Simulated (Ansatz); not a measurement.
The figure comes from a scan of Cu (fcc, Cu type): one Cu atom of a 4-atom cell moves by s towards the nearest neighbour, with its periodic images. These are PBEsol (plane waves to 420 eV, PAW, scalar-relativistic; Ansatz, an electronic-structure program) values and carry that method's errors. k mesh 11×11×11 (Γ-centred), Fermi-Dirac smearing 0.05 eV. Left out: 4 of 11 points, with atoms too close for the PAW data. With partly filled bands, energies and forces of such displacements shift with the k mesh and the smearing. F∥ is the force on the atom along that direction. Cu is run without spin polarisation. Cu was relaxed with its symmetry unable to fall. 

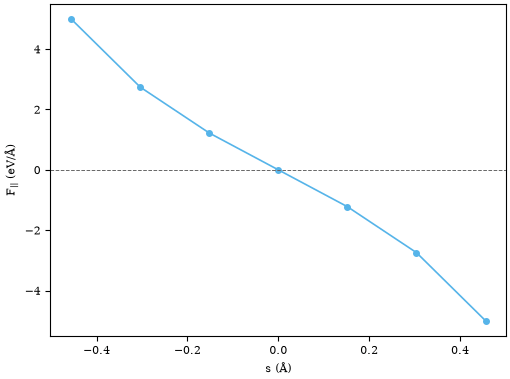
F∥ (eV/Å) against s (Å); computed points joined by lines.

Question: List the plotted points as numbers.

Answer: To the nearest 0.2:

| s (Å) | F∥ (eV/Å) |
|---|---|
| -0.456 | 5.0 |
| -0.304 | 2.8 |
| -0.152 | 1.2 |
| 0.000 | 0.0 |
| 0.152 | -1.2 |
| 0.304 | -2.8 |
| 0.456 | -5.0 |

(A displaced cell: forces are minus the slopes of the energy, force constants its curvatures, and phonons follow from these.)
